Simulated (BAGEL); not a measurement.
**ROHF/6-31G(d) (density fitting with qzvpp-jkfit, spherical functions) run of GaHSCl (SMILES [SH][Ga][Cl])**

Aim: the energy change on altering one bond length of GaHSCl at ROHF/6-31G* (density fitting with qzvpp-jkfit, spherical functions), from 2 runs. 

The results are computed with BAGEL 1.2.2.

2 further runs of the same task are left out: 2 that didn't finish.

### 1 The structure to begin with

The species is GaHSCl (4 atoms), meant as a doublet with charge 0. As SMILES, `[SH][Ga][Cl]`. Geometry: relaxed at PBE0-D4/def2-TZVP.

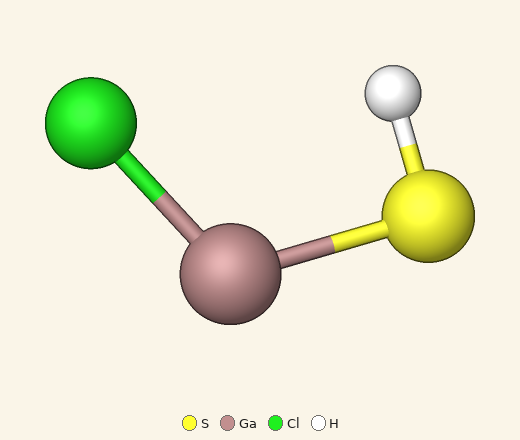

Viewed from a chosen angle; sulfur yellow, gallium pink, chlorine green, hydrogen white.

### 2 A single-point energy at ROHF/6-31G(d) (density fitting with qzvpp-jkfit, spherical functions)

input.json reads:

```json
{ "bagel": [

{
  "title": "molecule",
  "basis": "6-31gs.json",
  "df_basis": "qzvpp-jkfit",
  "angstrom": true,
  "geometry": [
    { "atom": "S", "xyz": [      -1.045400,       0.685400,      -0.952900 ] },
    { "atom": "Ga", "xyz": [       0.031200,      -1.171000,      -0.334800 ] },
    { "atom": "Cl", "xyz": [       1.459900,      -0.975000,       1.287000 ] },
    { "atom": "H", "xyz": [      -0.390100,       1.400400,      -0.019500 ] }
  ]
},

{ "title": "rohf", "nopen": 1 },

{ "title": "print", "file": "orbitals.molden", "orbitals": true }

]}
```

The basis set 6-31G* is read from a file made from the Basis Set Exchange's data (not shown).

Started as:

```console
$ BAGEL_NUM_THREADS=1 BAGEL input.json > input.out
```

Output:

```text
* using 1 threads per process

  ===============================================================
  ===============================================================

  *** Geometry ***

  { "atom" : "S", "xyz" : [     -1.975520,      1.295218,     -1.800720 ] },
  { "atom" : "Ga", "xyz" : [      0.058959,     -2.212869,     -0.632680 ] },
  { "atom" : "Cl", "xyz" : [      2.758811,     -1.842483,      2.432078 ] },
  { "atom" : "H", "xyz" : [     -0.737182,      2.646372,     -0.036850 ] },

  Number of auxiliary basis functions:      540

  Since a DF basis is specified, we compute 2- and 3-index integrals:
    o Being stored without compression. Storage requirement is 0.021 GB

  Number of basis functions:       70
  Number of electrons      :       65

    * METHOD: MOLECULE                             0.28

  *** Open-shell HF ***

  === Nuclear Repulsion ===
   299.7119789370

      * DIIS with orbital gradients will be used.

  === ROHF iteration (6-31gs.json) ===
      0      -2780.52014495          0.01980008           0.15
      1      -2780.59050608          0.01135528           0.15
      2      -2780.60565477          0.00786172           0.15
      3      -2780.61152546          0.00128306           0.16
      4      -2780.61273565          0.00069019           0.15
      5      -2780.61324681          0.00017689           0.15
      6      -2780.61337025          0.00003597           0.15
      7      -2780.61339280          0.00001040           0.16
      8      -2780.61339667          0.00000441           0.15
      9      -2780.61339705          0.00000104           0.15
     10      -2780.61339723          0.00000046           0.15
     11      -2780.61339727          0.00000021           0.15
     12      -2780.61339727          0.00000005           0.15
     13      -2780.61339728          0.00000002           0.15
     14      -2780.61339728          0.00000001           0.15
    * SCF iteration converged.

    * S^2 (ROHF) is 0.7500

    * Permanent dipole moment:
           (    0.208788,     0.337644,     0.329798) a.u.

    * METHOD: ROHF                                 2.52

    * METHOD: PRINT                                0.01

  ===============================================================
```

It took 3.3 s on 1 thread of Arm Neoverse V2, shared host; peak memory 0.11 GiB.

### 3 The distorted shape, same level

input.json reads:

```json
{ "bagel" : [

{
  "title" : "molecule",
  "basis" : "6-31gs.json",
  "df_basis" : "qzvpp-jkfit",
  "angstrom" : "true",
  "geometry" : [
    { "atom" : "S", "xyz" : [      -1.259674,       0.656004,      -1.196134 ] },
    { "atom" : "Ga", "xyz" : [      -0.183074,      -1.200396,      -0.578034 ] },
    { "atom" : "Cl", "xyz" : [       1.459900,      -0.975000,       1.287000 ] },
    { "atom" : "H", "xyz" : [      -0.604374,       1.371004,      -0.262734 ] }
  ]
},

{ "title" : "rohf", "nopen" : 1 },

{ "title" : "print", "file" : "orbitals.molden", "orbitals" : "true" }

]}
```

The basis set 6-31G* is read from a file made from the Basis Set Exchange's data (not shown).

Started as:

```console
$ BAGEL_NUM_THREADS=1 BAGEL input.json > input.out
```

Output:

```text
* using 1 threads per process

  ===============================================================
  ===============================================================

  *** Geometry ***

  { "atom" : "S", "xyz" : [     -2.380439,      1.239668,     -2.260366 ] },
  { "atom" : "Ga", "xyz" : [     -0.345960,     -2.268420,     -1.092326 ] },
  { "atom" : "Cl", "xyz" : [      2.758811,     -1.842483,      2.432078 ] },
  { "atom" : "H", "xyz" : [     -1.142101,      2.590822,     -0.496495 ] },

  Number of auxiliary basis functions:      540

  Since a DF basis is specified, we compute 2- and 3-index integrals:
    o Being stored without compression. Storage requirement is 0.021 GB

  Number of basis functions:       70
  Number of electrons      :       65

    * METHOD: MOLECULE                             0.27

  *** Open-shell HF ***

  === Nuclear Repulsion ===
   280.1286617042

      * DIIS with orbital gradients will be used.

  === ROHF iteration (6-31gs.json) ===
      0      -2780.48917033          0.02041847           0.15
      1      -2780.56893581          0.01172296           0.15
      2      -2780.58719905          0.00796033           0.15
      3      -2780.59423384          0.00140606           0.16
      4      -2780.59577638          0.00084738           0.15
      5      -2780.59665554          0.00026387           0.16
      6      -2780.59686463          0.00006113           0.16
      7      -2780.59691382          0.00002184           0.16
      8      -2780.59692158          0.00000812           0.16
      9      -2780.59692201          0.00000231           0.20
     10      -2780.59692247          0.00000102           0.15
     11      -2780.59692260          0.00000050           0.15
     12      -2780.59692260          0.00000011           0.15
     13      -2780.59692265          0.00000005           0.15
     14      -2780.59692265          0.00000002           0.15
     15      -2780.59692266          0.00000001           0.15
    * SCF iteration converged.

    * S^2 (ROHF) is 0.7500

    * Permanent dipole moment:
           (    0.796339,     0.300393,     0.961239) a.u.

    * METHOD: ROHF                                 2.72

    * METHOD: PRINT                                0.01

  ===============================================================
```

It took 3.3 s on 1 thread of Arm Neoverse V2, shared host; peak memory 0.12 GiB.

### 4 What came out

At ROHF/6-31G* (density fitting with qzvpp-jkfit, spherical functions):

```
                                                           quantity           value
                                          first shape: total energy  -2780.61340 Eh
                                         first shape: dipole moment          1.31 D
                                                  first shape: ⟨S²⟩           0.750
                                      distorted shape: total energy  -2780.59692 Eh
                                     distorted shape: dipole moment          3.26 D
                                              distorted shape: ⟨S²⟩           0.750
energy change with the Ga2–Cl3 bond stretched from 2.170 to 2.496 Å        0.448 eV
```

**Reading.** With the Ga2–Cl3 bond stretched from 2.170 to 2.496 Å the energy rises by 0.45 eV (43.3 kJ/mol). The first shape isn't relaxed at this level, so the change isn't measured from a minimum.
